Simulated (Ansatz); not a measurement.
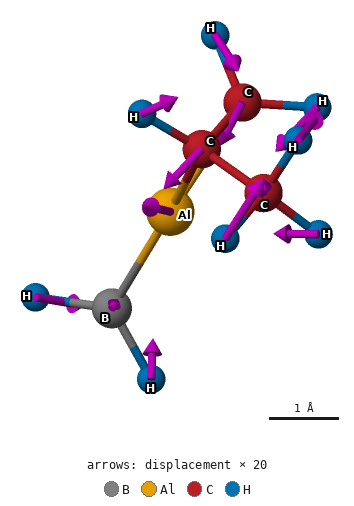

This is a relaxation of C₃H₈AlB. The starting structure is drawn; purple arrows show the displacements, magnified 20 times. The two geometries are superimposed by the best rigid fit.

The picture is a ball-and-stick view, seen from a free direction.

The start comes from PBE-D4/def2-SVP.

All numbers below come from RKS PBE0-D4/def2-TZVP in Ansatz.

The input:
```yaml
crystal:
  periodic: [false, false, false]
  atoms:
    - {symbol: B, position_ang: [-1.301080, 2.774333, -0.306384]}
    - {symbol: Al, position_ang: [-0.518156, 0.989812, 0.282250]}
    - {symbol: C, position_ang: [0.461276, -0.361085, 1.379188]}
    - {symbol: C, position_ang: [-0.113247, -0.986990, 0.133815]}
    - {symbol: C, position_ang: [0.815441, -1.537424, -0.932134]}
    - {symbol: H, position_ang: [-2.425873, 3.099792, 0.031422]}
    - {symbol: H, position_ang: [-0.673797, 3.537259, -1.019533]}
    - {symbol: H, position_ang: [0.016476, -0.626924, 2.356085]}
    - {symbol: H, position_ang: [1.560495, -0.244220, 1.429323]}
    - {symbol: H, position_ang: [-1.016892, -1.605570, 0.303880]}
    - {symbol: H, position_ang: [1.281707, -2.494529, -0.598582]}
    - {symbol: H, position_ang: [0.281120, -1.735225, -1.882843]}
    - {symbol: H, position_ang: [1.652928, -0.843928, -1.161686]}
basis:
  gaussian: {orbitals: def2-TZVP}
hamiltonian: {xc: pbe0, dispersion: d4}
relax: {f_tol: 0.005, max_steps: 150}
```

Command:
```bash
ansatz run in.yaml --threads 4 --pin off --events-out ev --progress --plain --max-ram 10444MiB
```

Question: What happened in the run?

Answer: After 8 accepted moves (9 points after the start) the energy has fallen by 1.64 kcal/mol. Largest force component: 0.75 eV/Å at the start, 0.005 eV/Å at the end. The line search rejected the trial step at point 3 of the run. The atom that moves furthest after the best rigid fit is H11 (0.069 Å). Largest moves by element: H 0.069 Å, Al 0.051 Å, C 0.041 Å, B 0.011 Å. Among the contacts that change: Al2–C4 2.023 → 1.968 Å, Al2–C3 1.997 → 1.954 Å, B1–H6 1.219 → 1.197 Å, B1–Al2 2.036 → 2.056 Å. Among the angles between lasting bonds that change: B1–Al2–C3 160.1° → 157.2°, Al2–C3–H8 116.8° → 119.3°, Al2–C4–H10 111.8° → 114.3°.
